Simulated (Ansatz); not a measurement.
The starting structures come from a database of crystals and need not be the phases stable at ambient conditions.

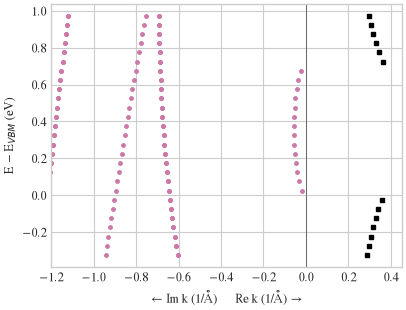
*Complex bands at the centre of the two-dimensional zone; Ansatz (a first-principles code) with r2SCAN*

The gap is the functional's own, uncorrected, and κ follows it; spin-orbit coupling is left out. Mid-gap means the computed energy nearest the middle.

**Question.** This is InSe (R3m, 4 atoms a cell, 29.3 Å³ an atom) along the normal of (001). Read off the slowest decay at the centre of the two-dimensional zone at 0.38 eV, the computed energy nearest the middle of the gap.

**Answer.** κ ≈ 0.06 1/Å, a decay length 1/(2κ) of the density of 8.9 Å.
